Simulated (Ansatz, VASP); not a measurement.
**Cross-check of ZnSe (Stilleite) between VASP and Ansatz**

Aim: how closely do two programs agree when they are given the same cell, functional and k mesh? The cell is taken from a series of VASP runs on this material, whose earlier steps may have relaxed, scaled or displaced it; both programs get it as it stands. Valence electrons are named where the data sets of a main pair hold unlike numbers.

Calculated with Ansatz 0.2.0; plane waves, with VASP 6.6.1 beside it; band structure at HSE06.

### Step 1. Starting point

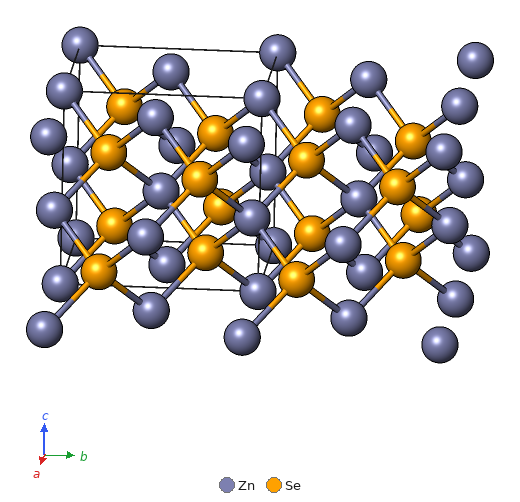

Start, viewed slightly off an axis; zinc blue, selenium orange. 2×2×1 cells are drawn. This picture shows the conventional cell, with its axes. Bonds to atoms that aren't drawn are left out. Some periodic images of atoms are drawn too.

### Step 2. Ansatz: band structure, HSE06

Ansatz runs on its default PAW (the set named soft_2) files.

Levels along a path test the potential and the projectors away from the mesh points.

File input.yaml:

```yaml
crystal:
  lattice:
    - [0.0, 2.8675528976, 2.8675528976]
    - [2.8675528976, 0.0, 2.8675528976]
    - [2.8675528976, 2.8675528976, 0.0]
  atoms:
    - { symbol: Zn, position: [0.0, 0.0, 0.0] }
    - { symbol: Se, position: [0.25, 0.25, 0.25] }
hamiltonian:
  xc: { exchange: pbe, correlation: pbe, exx: { coeff: 0.25, omega: 0.2 } }
  pseudopotentials: { kind: paw }
kpoints:
  mp_grid: { grid: [4, 4, 4] }
  band_path:
    path:
      - [0.0, 0.0, 0.0]
      - [0.5, 0.0, 0.5]
      - [0.5, 0.2, 0.7]
      - [0.4, 0.35, 0.75]
      - [0.15, 0.15, 0.3]
      - [0.2, 0.2, 0.2]
      - [0.55, 0.4, 0.55]
      - [0.6, 0.25, 0.65]
      - [0.5, 0.25, 0.75]
      - [0.5, 0.5, 0.5]
      - [0.375, 0.375, 0.75]
      - [0.5, 0.0, 0.5]
    npoints: 1
scf:
  occupations: { method: gaussian, width: 0.05 }
  n_extra_bands: 7
output:
  forces: true
  stress: true
  eigenvalues: true
  write_density: true
  write_potential: true
  elf: true
  volumetric_format: npy
```

Run with:

```sh
$ ansatz run input.yaml --threads 4 --pin off --max-ram 9216MiB --backend cpu --events-out ev --progress --plain --runs-dir out
```

Numbers of over 12 decimals in the logs are rounded to 6 here.

Output:

```text
Warning: output.stress: scf.convergence.dr2_threshold = 1e-7 eV (the SCF's general default) is looser than the 2e-10 eV advised for a printed stress (1e-10 eV for each atom of the cell: 2). What an SCF threshold leaves in a stress goes as its square root, and in the free energy as the threshold itself, and one threshold admits the most on a small cell: [figures from the program's tests cut] Set scf.convergence.dr2_threshold to 2e-10 eV or tighter. The threshold is an SCF's pass mark: one that does not reach it within its budget of iterations ends unconverged, or closes short of it on a stop that the run arms, and scf.convergence.dr2_threshold's page says what that costs each kind of run
Warning: output.stress: scf.exx.energy_threshold = 1e-6 eV is looser than the 2e-8 eV advised for a stress under a hybrid functional (1e-8 eV for each atom of the cell: 2). Every SCF of the exchange loop can meet its threshold on dr2 while the loop round them stops early: no threshold on dr2 bounds what that leaves in the stress. Set scf.exx.energy_threshold to 2e-8 eV or tighter. The threshold is the loop's pass mark: a loop that does not reach it within its budget of cycles ends unconverged, and scf.exx.energy_threshold's page has the law
scf.n_extra_bands = 7 over 14 filled bands (N_el = 28.0): the run solves 21 bands
Engine: ansatz 0.2.0, x86_64-unknown-linux-gnu
Pseudopotentials: kind: paw
Pseudopotential: Zn, paw, valence charge 12, recommended cutoff 420 eV (normal), Zn.paw.azcp
Pseudopotential: Se, paw, valence charge 16, recommended cutoff 420 eV (normal), Se.paw.azcp
Functional definition: unnamed
  parameter a_1 = 0.25
  parameter omega_1 = 0.2/angstrom
  exchange = pbe_x + (-a_1)*pbe_x_sr(omega_1) + a_1*exact_x_sr(omega_1)
  correlation = pbe_c
Crystal: 2 atoms, lattice volume = 47.159 Å³
Basis set: ecut = 420 eV, 941 PW (Γ), exchange–correlation on 60×60×60 points (8 copies of the dense FFT grid, shifted against one another)
Bands: 21, of which v1, the nominal top of the filled ones, is band 14 counted from 1 (13 counted from 0)
Symmetry: 24 space group operations
Space group: F-43m (ITA 216), of the structure as read, at distance tolerance 3.6e-5 Å
k-points: 8 of 64 (time reversal used)
Non-local potential: Zn, projectors of the file, l = 0: 2, l = 1: 2, l = 2: 3, l = 3: 1
Non-local potential: Se, projectors of the file, l = 0: 2, l = 1: 2, l = 2: 3, l = 3: 1
PAW form: soft (Blöchl's): semilocal exchange-correlation on the pseudo side does not see the compensation charge
PAW frozen core: Zn, regenerated for the run's functional, and the local potential with it (the file was generated under x = pbe(κ = 0.804, μ = 0.219515), c = pbe(β = 0.066725))
PAW frozen core: Se, regenerated for the run's functional, and the local potential with it (the file was generated under x = pbe(κ = 0.804, μ = 0.219515), c = pbe(β = 0.066725))
PAW one-centre angular grid: Zn, 590 points (default); XC on 64 Gauss nodes
PAW one-centre angular grid: Se, 590 points (default); XC on 64 Gauss nodes
Initial density: superposition of atomic densities (neutral atoms: chi_scale 0, normalization atom), corrected by the library's trained network
Initial wavefunctions: pseudopotential atomic-orbital guess
Functional: x = pbe(κ = 0.804, μ = 0.219515), c = pbe(β = 0.066725), warm-up for x = pbe(κ = 0.804, μ = 0.219515) + 0.25 (exact − pbe) at short range (hse, ω = 0.2 Å⁻¹), c = pbe(β = 0.066725)
SCF iter   1: F=—  HF=-8789.475011 eV  |F-HF|=—  |Δ(HF+E_count)|=         —  Δρ=1.83e-3  dr2=7.72e-4  ethr=1.77e-3  ⟨swp⟩=11.5  Hψ=836  notcnv=0
preconditioner: auto → none  [insulator: Δε(μ)=1.145 eV  Ē_g=14.304 eV  σ=0.050 eV  W_gap=1.00  n_scr=14 (ndim 8)  ℏωp=22.9 eV  f_vac=0.132  D(μ)=0.00/eV (n_scr^D=0)]
SCF iter   2: F=—  HF=-8789.474799 eV  |F-HF|=—  |Δ(HF+E_count)|=   2.12e-4  Δρ=1.00e-3  dr2=3.58e-4  ethr=2.76e-6  ⟨swp⟩=4.1  Hψ=511  notcnv=0  defer=1
iter 3 solved again at ethr=3.80e-8 eV; its pass at ethr=1.28e-6 eV (dr2=1.06e-5 eV) is discarded
SCF iter   3: F=-8789.474645 eV  HF=-8789.474635 eV  |F-HF|=9.50e-6  |Δ(HF+E_count)|=   1.63e-4  Δρ=2.15e-4  dr2=1.06e-5  ethr=3.80e-8  ⟨swp⟩=2.2  Hψ=666  notcnv=0
SCF 1 stopped early in 3 iterations: F = -8789.474645 eV  dr2 = 1.06e-5
  greatest PAW one-centre occupation: 1.000 electrons in one spin orbital (limit 2), on the Se atom at site 1 (counted from 0), in its partial waves of l = 2
Initial density: handed on by an earlier stage of this run
Initial wavefunctions: those handed on with the density
Functional: x = pbe(κ = 0.804, μ = 0.219515) + 0.25 (exact − pbe) at short range (hse, ω = 0.2 Å⁻¹), c = pbe(β = 0.066725)
Exchange kernel: α = 0.2500, screened, ω = 0.2000 Å⁻¹, Wigner–Seitz truncation, v(0) = 1105.2485 eV·Å³, q-mesh 4×4×4, nearest image of the exchange supercell L = 16.22 Å, pair-density grid 15×15×15, without the augmentation charges, whose exchange is taken in its separable form by FFT convolution over the k-point mesh (sized by the pseudopotential files, 24×24×24 at the most), smooth part of the exact exchange by density-matrix convolution
Frozen-core exchange: fock
SCF iter   1: F=—  HF=-8791.158150 eV  |F-HF|=—  |Δ(HF+E_count)|=         —  Δρ=2.00e-2  dr2=9.57e-2  ethr=3.79e-7  ⟨swp⟩=8.1  Hψ=852  notcnv=0
preconditioner: auto → none  [insulator: Δε(μ)=2.244 eV  Ē_g=16.932 eV  σ=0.050 eV  W_gap=1.00  n_scr=14 (ndim 8)  ℏωp=22.9 eV  f_vac=0.132  D(μ)=0.00/eV (n_scr^D=0)]
SCF iter   2: F=—  HF=-8791.127174 eV  |F-HF|=—  |Δ(HF+E_count)|=   3.10e-2  Δρ=2.81e-3  dr2=5.44e-3  ethr=3.79e-7  ⟨swp⟩=5.0  Hψ=643  notcnv=0
SCF iter   3: F=—  HF=-8791.132155 eV  |F-HF|=—  |Δ(HF+E_count)|=   4.98e-3  Δρ=4.33e-3  dr2=4.07e-3  ethr=3.79e-7  ⟨swp⟩=5.0  Hψ=574  notcnv=0
SCF iter   4: F=—  HF=-8791.131794 eV  |F-HF|=—  |Δ(HF+E_count)|=   3.62e-4  Δρ=1.77e-3  dr2=6.60e-4  ethr=3.79e-7  ⟨swp⟩=4.0  Hψ=432  notcnv=0
SCF iter   5: F=—  HF=-8791.132714 eV  |F-HF|=—  |Δ(HF+E_count)|=   9.20e-4  Δρ=7.39e-4  dr2=1.32e-4  ethr=3.79e-7  ⟨swp⟩=4.1  Hψ=391  notcnv=0
SCF iter   6: F=-8791.132641 eV  HF=-8791.132642 eV  |F-HF|=3.77e-7  |Δ(HF+E_count)|=   7.23e-5  Δρ=1.79e-5  dr2=8.01e-7  ethr=3.79e-7  ⟨swp⟩=4.0  Hψ=370  notcnv=0
SCF 2 stopped early in 6 iterations: F = -8791.132641 eV  dr2 = 8.01e-7
hybrid outer 1: dexx = +1.177e-2 eV, tail = 7.49e-5 eV
Exchange kernel: α = 0.2500, screened, ω = 0.2000 Å⁻¹, Wigner–Seitz truncation, v(0) = 1105.2485 eV·Å³, q-mesh 4×4×4, nearest image of the exchange supercell L = 16.22 Å, pair-density grid 15×15×15, without the augmentation charges, whose exchange is taken in its separable form by FFT convolution over the k-point mesh (sized by the pseudopotential files, 24×24×24 at the most), smooth part of the exact exchange by density-matrix convolution
Frozen-core exchange: fock
SCF iter   1: F=—  HF=-8791.132267 eV  |F-HF|=—  |Δ(HF+E_count)|=         —  Δρ=1.04e-4  dr2=2.99e-6  ethr=1.34e-6  ⟨swp⟩=5.4  Hψ=413  notcnv=0
preconditioner: auto → none  [insulator: Δε(μ)=2.295 eV  Ē_g=16.653 eV  σ=0.050 eV  W_gap=1.00  n_scr=14 (ndim 8)  ℏωp=22.9 eV  f_vac=0.135  D(μ)=0.00/eV (n_scr^D=0)]
SCF iter   2: F=—  HF=-8791.132266 eV  |F-HF|=—  |Δ(HF+E_count)|=   3.71e-7  Δρ=2.92e-5  dr2=2.89e-7  ethr=9.92e-9  ⟨swp⟩=4.0  Hψ=450  notcnv=0
SCF iter   3: F=—  HF=-8791.132267 eV  |F-HF|=—  |Δ(HF+E_count)|=   8.02e-7  Δρ=2.06e-5  dr2=1.15e-7  ethr=5.12e-10  ⟨swp⟩=4.2  Hψ=425  notcnv=0  defer=1
SCF iter   4: F=-8791.132267 eV  HF=-8791.132267 eV  |F-HF|=6.11e-10  |Δ(HF+E_count)|=   2.82e-8  Δρ=4.84e-6  dr2=6.47e-9  ethr=3.60e-10  ⟨swp⟩=3.0  Hψ=322  notcnv=0
SCF 3 converged in 4 iterations: F = -8791.132267 eV  dr2 = 6.47e-9
  Residual-converged pass: ⟨swp⟩=4.0  Hψ=384  notcnv=0  max |occ|·‖R‖ = 2.2e-6 eV (tolerance 2.4e-6 eV)  dr2=6.43e-9  dr2_onsite=6.00e-10  max |Δocc| = 2.4e-237
hybrid outer 2: dexx = +8.545e-7 eV, tail = 4.53e-8 eV, Δε = 3.73e-3 eV (about 1.43e-4 eV left of the loop's levels)
NSCF: frozen V_eff on 12 k-points
hybrid SCF converged: 2 outer / 10 inner (+3 warm-up), last move |dexx| = 8.55e-7 eV, tail = 4.53e-8 eV
Stability not checked: this state was not tested for a lower state beside it, because the functional holds exact exchange (a hybrid, or Hartree-Fock), whose exchange loop this test does not read (fock_operator; see scf.lower_state_search)
Free energy (F): -8791.132267 eV
Frozen-core exchange: fock
Harris-Foulkes:  -8791.132267 eV  (|F-HF|=6.11e-10)
Internal energy: -8791.132267 eV  (E = F + TS)
E sigma→0 (E₀):  -8791.132267 eV
Fermi energy:    6.813390 eV
--- Per-component energies (eV) ---
  E_band       = -465.340896
  E_kinetic    = 248.383233
  E_local      = -4455.345364  (includes V_loc(G=0)·N_el)
  E_nonlocal   = 22.750978
  E_hartree    = 2066.678549
  E_xc         = -191.690930
  E_vxc        = -119.404147  (∫ρ·V_xc dr)
  E_exx        = -110.543139  (= α·E_x^exact, valence–valence)
  E_paw        = -3682.020312  (= ΣΔE_a)
  E_vpaw       = -73.995352  (= ΣTr[D̂ρ^β])
  E_aug_tail   = -0.000938  (compensation charges beyond the density's cutoff)
  E_ewald      = -2688.915640
  E_core_change = -0.428717  (= ΣΔE_core)
  E_smearing   = -0.000000  (= −TS)
  E_closure    = 0.000011  (closes the sum)
  Σ components = -8791.132267   (vs F -8791.132267, Δ=0.00e0)
--- Forces (eV/Å), atoms counted from 1 ---
  atom   1  Zn     0.00000000    -0.00000000    -0.00000000
  atom   2  Se    -0.00000000     0.00000000     0.00000000
  max |Σ_I F_I| component: 2.36e-16 eV/Å
--- Stress (GPa, compression-positive) ---
       -0.806207       0.000000      -0.000000
        0.000000      -0.806207       0.000000
       -0.000000       0.000000      -0.806207
  P = ⅓ Tr σ = -0.8062 GPa (-8.062 kbar)
--- Band table (eV; the first three rows and the last of 8) ---
  k-point 0: bands = [... 10 lower, -2.2054, 5.6650, 5.6650, 5.6650, 7.9606, 12.6341, 12.6341, 12.6341, ... 3 higher]
  k-point 1: bands = [... 10 lower, -2.2057, 2.5435, 5.1969, 5.1969, 9.4656, 13.2696, 13.2696, 13.3120, ... 3 higher]
  k-point 2: bands = [... 10 lower, -2.0345, 0.3668, 4.8052, 4.8052, 9.2704, 13.1775, 13.1775, 15.3128, ... 3 higher]
  k-point 7: bands = [... 10 lower, -1.8942, 0.9285, 2.8255, 3.0584, 12.1077, 12.3998, 13.7983, 14.4424, ... 3 higher]
```

The job ended after 14 s (4 threads of Intel Xeon Platinum 8488C (Sapphire Rapids), shared host; peak memory 0.8 GiB; 50 s of CPU time).

Reading the cycles: dr2 is the Hartree energy of the density residual (eV), the measure of convergence; HF is the Harris–Foulkes estimate of the energy, which meets the free energy F at convergence.

### Step 3. VASP: band structure, HSE06

The same cell, functional, mesh and smearing now go to VASP, with its own data sets.

Lines of VASP's logs that name or quote its potential files are left out, and so is its time.

The run reads the wave functions of an earlier VASP run, which isn't shown here.

File INCAR:

```
SYSTEM = ZnSe
PREC = Accurate
ENCUT = 400
EDIFF = 1E-06
NELM = 100
ISMEAR = 0
SIGMA = 0.05
LREAL = .FALSE.
ALGO = Normal
LHFCALC = .TRUE.
AEXX = 0.25
GGA = PE
HFSCREEN = 0.2
LASPH = .TRUE.
NBANDS = 15
PRECFOCK = Fast
LORBIT = 11
LWAVE = .FALSE.
LCHARG = .FALSE.
KPAR = 2
```

File POSCAR:

```
ZnSe
1.0
    0.0000000000      2.8675528976      2.8675528976
    2.8675528976      0.0000000000      2.8675528976
    2.8675528976      2.8675528976      0.0000000000
Zn Se
1 1
Direct
    0.0000000000      0.0000000000      0.0000000000
    0.2500000000      0.2500000000      0.2500000000
```

File KPOINTS:

```
Automatic mesh
0
Gamma
4 4 4
0 0 0
```

File KPOINTS_OPT:

```
Line mode
6
Line-mode
Reciprocal
  0.00000000   0.00000000   0.00000000 GAMMA
  0.50000000   0.00000000   0.50000000 X

  0.50000000   0.00000000   0.50000000 X
  0.50000000   0.25000000   0.75000000 W

  0.50000000   0.25000000   0.75000000 W
  0.37500000   0.37500000   0.75000000 K

  0.37500000   0.37500000   0.75000000 K
  0.00000000   0.00000000   0.00000000 GAMMA

  0.00000000   0.00000000   0.00000000 GAMMA
  0.50000000   0.50000000   0.50000000 L

  0.50000000   0.50000000   0.50000000 L
  0.62500000   0.25000000   0.62500000 U

  0.62500000   0.25000000   0.62500000 U
  0.50000000   0.25000000   0.75000000 W

  0.50000000   0.25000000   0.75000000 W
  0.50000000   0.50000000   0.50000000 L

  0.50000000   0.50000000   0.50000000 L
  0.37500000   0.37500000   0.75000000 K

  0.62500000   0.25000000   0.62500000 U
  0.50000000   0.00000000   0.50000000 X
```

PAW data sets: Zn and Se (PBE family, release 64).

Run with:

```sh
$ mpirun -np 2 vasp_std
```

Output:

```text
[banner, memory and clock lines left out]
running    2 mpi-ranks, on    1 nodes
 distrk:  each k-point on    1 cores,    2 groups
 distr:  one band on    1 cores,    1 groups

 POSCAR found type information on POSCAR ZnSe
 POSCAR found :  2 types and       2 ions
 LDA part: xc-table for (Slater+PW92), standard interpolation
 found WAVECAR, reading the header
 POSCAR, INCAR and KPOINTS ok, starting setup
 FFT: planning ... GRIDC
 FFT: planning ... GRID_SOFT
 FFT: planning ... GRID
 reading WAVECAR
 the WAVECAR file was read successfully
 initial charge from wavefunction
 entering main loop
       N       E                     dE             d eps       ncg     rms          rms(c)
DAV:   1    -0.741565674772E+01   -0.74157E+01   -0.69611E-01   329   0.230E+01    0.213E+00
DAV:   2    -0.739590853519E+01    0.19748E-01   -0.16460E-01   282   0.789E+00    0.112E+00
DAV:   3    -0.739581797600E+01    0.90559E-04   -0.17346E-02   296   0.203E+00    0.692E-01
DAV:   4    -0.739548398157E+01    0.33399E-03   -0.13328E-03   247   0.413E-01    0.405E-01
DAV:   5    -0.739537044544E+01    0.11354E-03   -0.19768E-04   284   0.131E-01    0.231E-01
DAV:   6    -0.739534025056E+01    0.30195E-04   -0.39541E-05   261   0.600E-02    0.128E-01
DAV:   7    -0.739532749314E+01    0.12757E-04   -0.45403E-06   247   0.208E-02    0.700E-02
DAV:   8    -0.739532292972E+01    0.45634E-05   -0.17839E-06   240   0.104E-02    0.373E-02
DAV:   9    -0.739532119330E+01    0.17364E-05   -0.62535E-07   183   0.623E-03    0.201E-02
DAV:  10    -0.739532062847E+01    0.56483E-06   -0.27718E-07   120   0.433E-03
   1 F= -.73953206E+01 E0= -.73953206E+01  d E =-.155343E-11
 Start KPOINTS_OPT (optional k-point list driver)
k-point batch [1-8\60]
       N       E                     dE             ncg
DAV:   1     0.152123002001E+02   -0.28861E+04      240
DAV:   2    -0.793531579985E+03   -0.80874E+03      254
DAV:   3    -0.846408088177E+03   -0.52877E+02      289
DAV:   4    -0.847201150557E+03   -0.79306E+00      310
DAV:   5    -0.847206311538E+03   -0.51610E-02      310
DAV:   6    -0.847206348717E+03   -0.37179E-04      324
DAV:   7    -0.847206349099E+03   -0.38206E-06      246
[...]
k-point batch [57-60\60]
       N       E                     dE             ncg
DAV:   1     0.208346464399E+04   -0.22923E+04      120
DAV:   2     0.168674615706E+04   -0.39672E+03      141
DAV:   3     0.166266342842E+04   -0.24083E+02      148
DAV:   4     0.166232733951E+04   -0.33609E+00      155
DAV:   5     0.166232517156E+04   -0.21679E-02      169
DAV:   6     0.166232515602E+04   -0.15543E-04      162
DAV:   7     0.166232515587E+04   -0.14586E-06      123
```

(Continued in part 2 of 2.)

[Lines on the potential files, build, host, timing and source positions are cut from VASP's logs without a mark.]

[Logs are printed without paths, hosts, clocks, repeated set-up lines and the standing remarks that a program may print on its own settings, such as how far it seeks lower states.]

[Hosts, paths, dates, database ids (printed as entryN), source tags and the programs' standing remarks are cut or masked in the printed files.]
